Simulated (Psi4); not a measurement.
# A workflow on CH4FSi (SMILES [CH2][SiH2]F), part 2 of 2

Psi4 1.11. The steps go on from the part before.

## (3) Vibrational wavenumbers at U-r2SCAN/STO-3G (density fitting) (run 2)

Contents of calc.inp:

```
memory 1600 MB

molecule system {
  0 2
  C     -1.65914174     0.57253221    -1.17601814
  Si     1.12020319    -0.28366112     0.74581443
  F      1.23480752    -3.36414903     1.04687426
  H     -2.93013374    -0.84089600    -1.98531036
  H     -2.15944295     2.53178136    -1.59294653
  H      0.96174588     0.87563295     3.23632606
  H      3.43317883     0.60257319    -0.45355695
  units bohr
  symmetry c1
}

set {
  basis                      STO-3G
  reference                  uks
  t                          600.0
  rotational_symmetry_number 1
}

frequency("r2scan")
```

The run is started by

```sh
$ psi4 calc.inp calc.out -n 1
```

calc.out, shortened:

```text
[...]
  Running in c1 symmetry.
[...]
  Nuclear repulsion =  106.564990536618311
[...]
  Multiplicity = 2
[...]
  Nalpha       = 17
  Nbeta        = 16
[...]
    Number of basis functions: 23
[...]
   @DF-UKS iter   1:  -424.39562096037446   -1.40743e+00   1.03274e-02 DIIS/ADIIS
[...]
   @DF-UKS iter  11:  -424.44109767694408   -6.82121e-13   6.50995e-09 DIIS
[...]
   @S^2 Observed:                7.571730215E-01
[...]
  @DF-UKS Final Energy:  -424.44109767694408
   => Energetics <=
    Nuclear Repulsion Energy =            106.5542196079614428
    One-Electron Energy =                -802.3158768490222883
    Two-Electron Energy =                 309.7996059858397757
    DFT Exchange-Correlation Energy =     -38.4790464217229768
    Empirical Dispersion Energy =           0.0000000000000000
    VV10 Nonlocal Energy =                  0.0000000000000000
    Total Energy =                       -424.4410976769440822
[...]
  -Total Gradient:
     Atom            X                  Y                   Z
    ------   -----------------  -----------------  -----------------
       1        0.000093850918    -0.000440918025     0.000044980991
       2       -0.000110259415    -0.001020322453    -0.000331343671
       3       -0.000122485341    -0.000644223827    -0.000008098744
       4        0.000034350567    -0.000296613779     0.000052921949
       5        0.000255953959    -0.000458972823     0.000190912978
       6        0.000019270516    -0.000500171102     0.000839270721
       7        0.000360017306    -0.000680191217    -0.000106688761
[...]
  ==> Harmonic Vibrational Analysis <==
[...]
  Freq [cm^-1]                 78.0468i            269.0790            368.2395
[...]
  IR activ [km/mol]             0.0141              5.3865             10.9089
[...]
  Freq [cm^-1]                 649.4113            771.4811            811.1359
[...]
  IR activ [km/mol]            87.0062              4.9503              2.7546
[...]
  Freq [cm^-1]                 845.2195            892.7748           1048.3625
[...]
  IR activ [km/mol]            32.6604              3.7635             216.9089
[...]
  Freq [cm^-1]                1118.6544           1584.9920           2585.8715
[...]
  IR activ [km/mol]            111.1643             1.8214             34.3736
[...]
  Freq [cm^-1]                2611.1731           3393.2777           3555.8054
[...]
  IR activ [km/mol]            50.4449              0.2669              0.2648
[...]
```

Standard output:

```text
Warning: thermodynamics relations excluded imaginary frequencies: ['78.0468i']
Warning: used thermodynamics relations inappropriate for low-frequency modes: ['269.0790' '368.2395']
```

Run time: 5.6 min. Hardware: 1 thread of AMD EPYC 7B13 (Zen 3), shared host; peak memory 0.44 GiB.

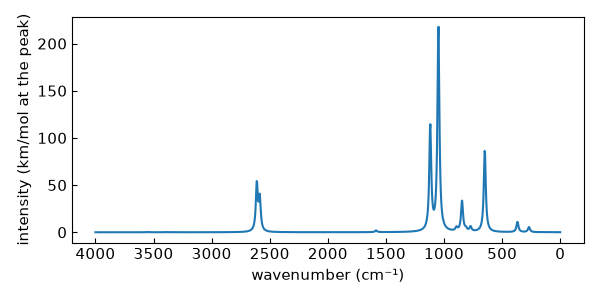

Harmonic infrared spectrum, unscaled, lines broadened by 10 cm⁻¹.

## (4) The energy at UMP2/cc-pVTZ (density fitting, density fitting for correlation) (run 3)

Contents of calc.py:

```python
import psi4

psi4.set_memory('1600 MB')
psi4.set_num_threads(1)
psi4.set_output_file('psi4.out', False)

mol = psi4.geometry("""
0 2
C
Si 1 1.844641
F 2 1.639013 1 109.10968
H 1 1.093254 2 122.57785 3 -1.6908
H 1 1.092567 4 114.90069 2 179.96411
H 2 1.456124 3 109.46159 1 120.98675
H 2 1.45632 6 107.88902 3 -118.91801
""")

psi4.set_options(dict(basis='cc-pVTZ', reference='uhf', freeze_core=True))

energy_value, wavefunction = psi4.energy('mp2', molecule=mol, return_wfn=True)
print('E =', round(energy_value, 9))
```

The run is started by

```sh
$ python calc.py
```

psi4.out, shortened:

```text
[...]
  Running in c1 symmetry.
[...]
  Nuclear repulsion =  106.564990673710184
[...]
  Multiplicity = 2
[...]
  Nalpha       = 17
  Nbeta        = 16
[...]
    Number of basis functions: 150
[...]
   @DF-UHF iter   1:  -428.55025060444615   -8.86573e-01   2.73174e-03 ADIIS/DIIS
[...]
   @DF-UHF iter  14:  -428.65851320306444   -7.04858e-12   2.73191e-09 DIIS
[...]
   @S^2 Observed:                7.610870055E-01
[...]
    Orbital Energies [Eh]
    ---------------------
    Alpha Occupied:
       1A    -68.815030     2A    -26.274840     3A    -11.245747
       4A     -6.158503     5A     -4.265722     6A     -4.265057
       7A     -4.264277     8A     -1.568082     9A     -0.959323
      10A     -0.751625    11A     -0.655006    12A     -0.653416
      13A     -0.629991    14A     -0.583108    15A     -0.505550
      16A     -0.501067    17A     -0.394701
    Alpha Virtual:
      18A      0.132227    19A      0.148933    20A      0.187459
      21A      0.194337    22A      0.219222    23A      0.229125
      24A      0.302556    25A      0.342177    26A      0.372386
[...]
  @DF-UHF Final Energy:  -428.65851320306444
   => Energetics <=
    Nuclear Repulsion Energy =            106.5649906737101844
    One-Electron Energy =                -806.0245183827728397
    Two-Electron Energy =                 270.8010145059981824
    Total Energy =                       -428.6585132030644445
  UHF NO Occupations:
  HONO-2 :   15  A 1.9991742
  HONO-1 :   16  A 1.9962275
[...]
 Multipole Moments:
 ------------------------------------------------------------------------------------
     Multipole            Electronic (a.u.)      Nuclear  (a.u.)        Total (a.u.)
 ------------------------------------------------------------------------------------
 L = 1.  Multiply by 2.5417464519 to convert [e a0] to [Debye]
 Dipole X            :         -0.0012118            0.0010627           -0.0001491
 Dipole Y            :         -3.4534147            4.0110427            0.5576280
 Dipole Z            :          2.9361276           -3.4011642           -0.4650366
 Magnitude           :                                                    0.7260909
[...]
```

Standard output:

```text
E = -429.177338966
```

It took 5.4 s on 1 thread of AMD EPYC 7B13 (Zen 3), shared host; peak memory 0.35 GiB.

## (5) Summary of results

This closing draws on all 2 parts.

```
                                                                       quantity                 value
                                run 1, U-r2SCAN/STO-3G: total energy at the end         -424.44110 Eh
                                          run 1, U-r2SCAN/STO-3G: dipole moment                0.60 D
                     run 1, U-r2SCAN/STO-3G: HOMO energy (highest over α and β)              -3.40 eV
                      run 1, U-r2SCAN/STO-3G: LUMO energy (lowest over α and β)               1.45 eV
                                                   run 1, U-r2SCAN/STO-3G: ⟨S²⟩                 0.757
                             run 2, U-r2SCAN/STO-3G: lowest harmonic wavenumber  78i cm⁻¹ (imaginary)
                            run 2, U-r2SCAN/STO-3G: highest harmonic wavenumber             3556 cm⁻¹
                                              run 3, UMP2/cc-pVTZ: total energy         -429.17734 Eh
run 3, UMP2/cc-pVTZ: HOMO energy (Hartree–Fock orbitals) (highest over α and β)             -10.74 eV
 run 3, UMP2/cc-pVTZ: LUMO energy (Hartree–Fock orbitals) (lowest over α and β)               2.13 eV
               run 3, UMP2/cc-pVTZ: correlation energy (7 core orbitals frozen)            -518.8 mEh
                         run 3, UMP2/cc-pVTZ: ⟨S²⟩ of the reference determinant                 0.761
```

In words: The optimisation (run 1, U-r2SCAN/STO-3G) took 4 steps and changed the energy by -0.072 eV. 1 mode is imaginary (lowest 78i cm⁻¹): a first-order saddle point, unless the integration grid spoils the Hessian.
